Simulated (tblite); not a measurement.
# C5H13N3Si2: the cost of one run

Computed with tblite 0.8.0 and PySCF 2.14.0, with density-fitted response routines of our own, on a single molecule in the gas phase. Atoms are numbered from 0 throughout.

## 1. The molecule as given

23 atoms, charge 0, multiplicity 1; geometry from: force field or distance geometry start.

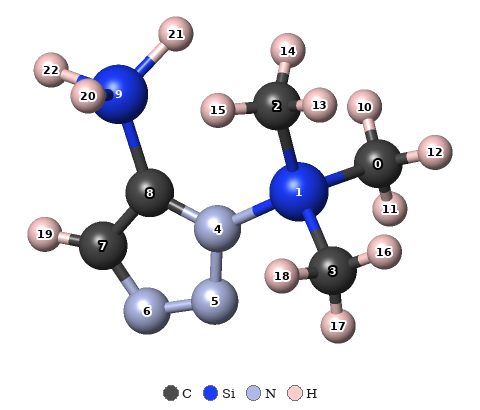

The starting geometry (carbon dark grey, silicon blue, nitrogen light blue, hydrogen pink), atoms numbered.

## 2. Relaxing the molecule with GFN2-xTB

The job: settings as JSON, then the geometry in Å.

```
{"job": {"kind": "relax", "xc": "GFN2-xTB", "basis": "xTB"}, "charge": 0, "multiplicity": 1}
C     -2.160100    -0.373300    -1.142600
Si    -0.945600     0.338000     0.070000
C     -0.878400    -0.801500     1.529500
C     -1.554300     1.995500     0.747700
N      0.617100     0.627700    -0.684800
N      0.862800     1.674900    -1.492700
N      2.106800     1.609800    -1.901700
C      2.724000     0.523700    -1.383800
C      1.743100    -0.107600    -0.606600
Si     2.042900    -1.642200     0.320700
H     -1.951300    -1.460000    -1.318100
H     -2.162700     0.166900    -2.121300
H     -3.221400    -0.347000    -0.710200
H     -1.727500    -0.536400     2.227400
H     -1.081300    -1.844900     1.258600
H      0.061500    -0.663800     2.092500
H     -2.544000     1.890500     1.211400
H     -1.481700     2.770700    -0.001800
H     -0.802600     2.239000     1.565800
H      3.742800     0.176400    -1.523800
H      2.355100    -1.260100     1.718400
H      0.991200    -2.615300     0.313200
H      3.259100    -2.333800    -0.158100
```

The run is started by

```console
> OMP_NUM_THREADS=1 python probes_run.py task.json out
```

This one command runs all jobs of the session in turn.

**Question.** How long does this first job take on 1 thread of Arm Neoverse V1, shared host?

About 1.8 s.
